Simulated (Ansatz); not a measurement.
Consider NaNiO2 (R-3m).

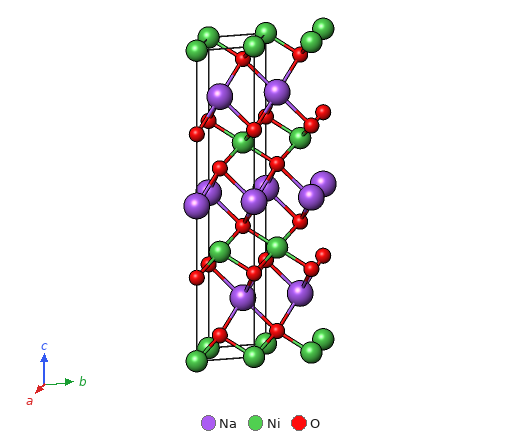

The structure (sodium purple, nickel green, oxygen red). Bonds to atoms that aren't drawn are left out. 1×2×1 conventional cells are drawn. Some periodic images of atoms are drawn too.

```xyz
4
Lattice="-2.2924 -4.3749 2.2924 -2.2924 -2.2924 4.3749 -4.3749 -2.2924 2.2924" Properties=species:S:1:pos:R:3 pbc="T T T"
Na   -4.4798   -4.4798    4.4798
Ni    0.0000    0.0000    0.0000
O    -2.4098   -2.4098    2.4098
O    -6.5498   -6.5498    6.5498
```

The cell and positions are those that the Materials Project relaxed with its own functionals (PBE, PBE+U or r2SCAN), kept fixed. The program's search for lower electronic states was switched off, so nothing shows that the state found is the lowest. PAW set soft_2, made with PBE.

A constrained-RPA run (Ansatz 0.2.0; non-magnetic LDA; Ni eg, bands v1 to c1, 8×8×8 mesh, medium accuracy) builds 2 functions on bands 1.2 eV wide, with 1.0 electrons in the window. The bare on-site interaction is 14.7 eV and the bare J 0.68 eV.

Question: Estimate U, U′ and J.

On the Ni eg shell, U = 2.25 eV (15 % of the bare value), U′ = 1.52 eV, J = 0.37 eV.

The parent state is non-magnetic and the interaction static (zero frequency); U depends on the window and the orbitals, so it belongs to this model alone.

[Paths, hosts, dates, memory and timing lines, banners, echoed tables and standing remarks are left out of the program output.]

[Logs are printed without paths, hosts, clocks, repeated set-up lines and the standing remarks that a program may print on its own settings, such as how far it seeks lower states.]

[Runs of the session that timed out or met a known fault of the program may be left out.]

[Hosts, paths, dates, database ids (printed as entryN), source tags and the programs' standing remarks are cut or masked in the printed files.]
